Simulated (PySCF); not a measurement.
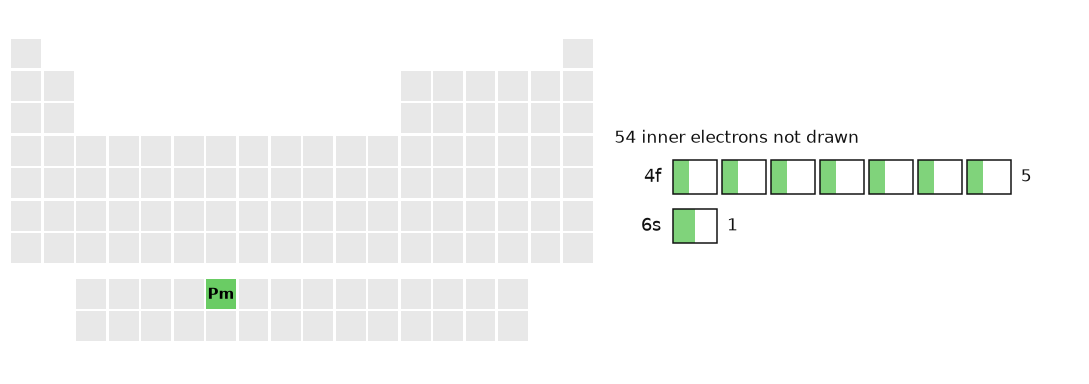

*Left, the place of promethium in the periodic table; right, the outer shells of the nominal configuration: a box for each of the 2l + 1 orbitals, shaded by the share of the shell that is filled, with the electron count at the right.*

## Atomic calculation, with input and output: Pm⁺

- system: Pm⁺, configuration 1s2 2s2 2p6 3s2 3p6 3d10 4s2 4p6 4d10 4f5 5s2 5p6 6s1, multiplicity 7.
- method: unrestricted CCSD(T), cc-pVDZ-X2C, spin-free X2C-1e, Gaussian nucleus (PySCF)

**Key numbers**

| quantity | value |
| --- | --- |
| outcome | converged |
| total energy | −10016.3307 hartree |
| CCSD correlation | −0.365248 hartree |
| (T) correction | −0.013671 hartree |
| CCSD energy | −10016.3171 hartree |
| T1 diagnostic | 0.015 |
| hardware | 1 CPU thread, shared host |
| CPU time | 24 s (integrals apart) |

**Remarks**

⟨L²⟩ departs from that of the intended term, so the determinant mixes terms.

**Input**
```python
from pyscf import gto, scf, dft, mp, cc
import basis_set_exchange as bse
mol = gto.M(atom="Pm 0 0 0", charge=1, spin=6, symmetry="D2h",
            basis=gto.basis.parse(bse.get_basis("cc-pVDZ-X2C", elements=["Pm"], fmt="nwchem")),
            nucmod="G")
mf = scf.UHF(mol).sfx2c1e()
mf.irrep_nelec = {'Ag': (10, 9), 'B1g': (2, 2), 'B2g': (2, 2), 'B3g': (2, 2), 'Au': (1, 0), 'B1u': (6, 4), 'B2u': (6, 4), 'B3u': (4, 4)}
mf.kernel()
mycc = cc.CCSD(mf, frozen=23).run()
mycc.ccsd_t()
```

The script is an equivalent of what the driver set up; the driver started from orbitals of its own, so the log can be shorter than this script's would be, and it computed the properties (radii, ⟨L²⟩, response) afterwards. It held the occupations shell by shell, which the script's counts by irreducible representation don't always enforce.

**Log (extracts)**
```
CC2 = 0
CCSD nocc = (np.int64(10), np.int64(4)), nmo = (61, 61)
frozen orbitals [[0, 1, 2, 3, 4, 5, 6, 7, 8, 9, 10, 11, 12, 13, 14, 15, 16, 17, 18, 19, 20, 21, 22], [0, 1, 2, 3, 4, 5, 6, 7, 8, 9, 10, 11, 12, 13, 14, 15, 16, 17, 18, 19, 20, 21, 22]]
max_cycle = 100
direct = 0
conv_tol = 1e-08
conv_tol_normt = 1e-06
diis_space = 8
diis_start_cycle = 0
Init t2, MP2 energy = -0.35926699483763
Init E_corr(UCCSD) = -0.359266994837826
cycle = 1  E_corr(UCCSD) = -0.352627688754023  dE = 0.00663930608  norm(t1,t2) = 0.0720144
cycle = 2  E_corr(UCCSD) = -0.362329933293965  dE = -0.00970224454  norm(t1,t2) = 0.0218104
cycle = 3  E_corr(UCCSD) = -0.363107862239153  dE = -0.000777928945  norm(t1,t2) = 0.0127147
cycle = 4  E_corr(UCCSD) = -0.364611754770352  dE = -0.00150389253  norm(t1,t2) = 0.00659522
cycle = 5  E_corr(UCCSD) = -0.364695656787179  dE = -8.39020168e-05  norm(t1,t2) = 0.00415278
cycle = 6  E_corr(UCCSD) = -0.36467550397875  dE = 2.01528084e-05  norm(t1,t2) = 0.00350559
cycle = 7  E_corr(UCCSD) = -0.365076055493301  dE = -0.000400551515  norm(t1,t2) = 0.00286659
cycle = 8  E_corr(UCCSD) = -0.365245047730508  dE = -0.000168992237  norm(t1,t2) = 0.00150776
cycle = 9  E_corr(UCCSD) = -0.365232091511838  dE = 1.29562187e-05  norm(t1,t2) = 0.000694132
cycle = 10  E_corr(UCCSD) = -0.365237200964097  dE = -5.10945226e-06  norm(t1,t2) = 0.000270989
cycle = 11  E_corr(UCCSD) = -0.365248016895157  dE = -1.08159311e-05  norm(t1,t2) = 0.000172123
cycle = 12  E_corr(UCCSD) = -0.365248440982583  dE = -4.24087426e-07  norm(t1,t2) = 0.000109712
cycle = 13  E_corr(UCCSD) = -0.365247378395307  dE = 1.06258728e-06  norm(t1,t2) = 6.84278e-05
cycle = 14  E_corr(UCCSD) = -0.365247251372777  dE = 1.27022529e-07  norm(t1,t2) = 4.01887e-05
cycle = 15  E_corr(UCCSD) = -0.365247448336802  dE = -1.96964024e-07  norm(t1,t2) = 2.57817e-05
cycle = 16  E_corr(UCCSD) = -0.365247862392149  dE = -4.14055348e-07  norm(t1,t2) = 1.68783e-05
cycle = 17  E_corr(UCCSD) = -0.365247695408311  dE = 1.66983838e-07  norm(t1,t2) = 9.92108e-06
cycle = 18  E_corr(UCCSD) = -0.365247495445058  dE = 1.99963253e-07  norm(t1,t2) = 7.31376e-06
cycle = 19  E_corr(UCCSD) = -0.365247519748  dE = -2.4302942e-08  norm(t1,t2) = 5.77745e-06
cycle = 20  E_corr(UCCSD) = -0.365247640480147  dE = -1.20732147e-07  norm(t1,t2) = 4.61341e-06
cycle = 21  E_corr(UCCSD) = -0.365247902600301  dE = -2.62120154e-07  norm(t1,t2) = 3.5118e-06
cycle = 22  E_corr(UCCSD) = -0.365248051919135  dE = -1.49318834e-07  norm(t1,t2) = 2.29976e-06
cycle = 23  E_corr(UCCSD) = -0.365248101582324  dE = -4.96631897e-08  norm(t1,t2) = 1.60326e-06
cycle = 24  E_corr(UCCSD) = -0.365248157327794  dE = -5.57454695e-08  norm(t1,t2) = 1.20093e-06
cycle = 25  E_corr(UCCSD) = -0.3652482026394  dE = -4.53116057e-08  norm(t1,t2) = 8.20849e-07
cycle = 26  E_corr(UCCSD) = -0.365248231773115  dE = -2.91337153e-08  norm(t1,t2) = 4.92269e-07
cycle = 27  E_corr(UCCSD) = -0.365248237292704  dE = -5.51958934e-09  norm(t1,t2) = 2.63019e-07
UCCSD converged
E(UCCSD) = -10016.31707630442  E_corr = -0.3652482372927043
UCCSD(T) correction = -0.013671495446815
```

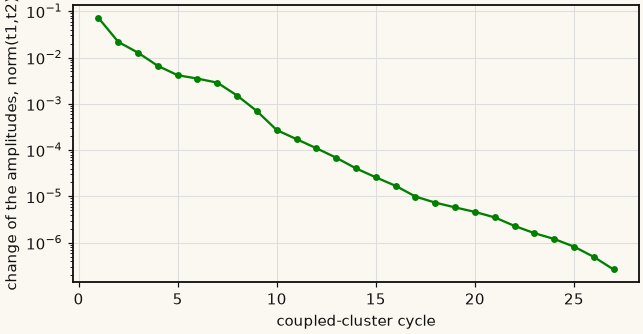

*Convergence: change of the amplitudes, norm(t1,t2) against the coupled-cluster cycle.*

The residual falls at every step. It goes from 0.072 to 2.6×10⁻⁷ in 27 steps.
